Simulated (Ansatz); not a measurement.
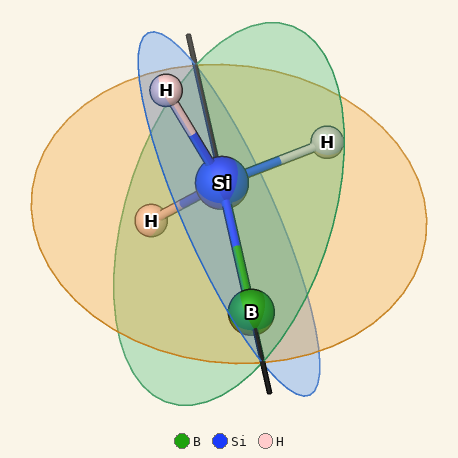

All proper rotation axes (lines) and mirror planes (discs) of the structure are drawn in. Distant atoms are faded towards the background colour. Computed geometry: PBE-D4/def2-SVP optimisation. No frequency run is at hand to confirm it as a minimum.

What is the order of each axis, and which point group results?

Answer. It has 1 C3 axis and 3 mirror planes. Point group C3v. The group has 6 operations. The geometry is achiral, and symmetry allows a dipole moment.
